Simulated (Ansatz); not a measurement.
**A computed series for AlN: response to strain**

Consider AlN in the wurtzite structure (space group P6_3mc, No. 186; a = 3.1303 Å, c = 5.0181 Å). Axes: x lies along a and z along c of the hexagonal cell.

Strains are applied to the cell and any free atomic positions relax; under biaxial strain the out-of-plane vector relaxes too.

Calculations: Ansatz (a quantum-chemistry and plane-wave program) PBE, no spin-orbit coupling.

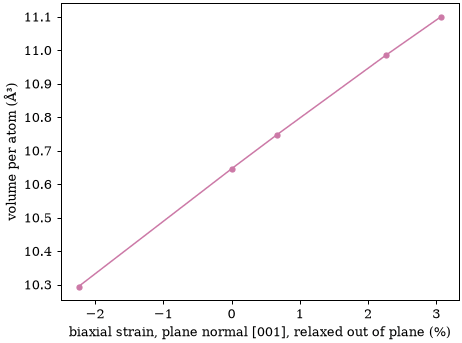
Figure. Volume per atom against biaxial strain, plane normal [001], relaxed out of plane

Task: From the plot, what is the volume per atom for biaxial strain +0.66 %, plane normal [001], relaxed out of plane?

Result: About 10.75 Å³.

Task: Is the trend monotonic over the range shown?

Result: Yes, it rises throughout, spanning 10.29 Å³ to 11.10 Å³.

Whether these cells are dynamically stable was not tested.
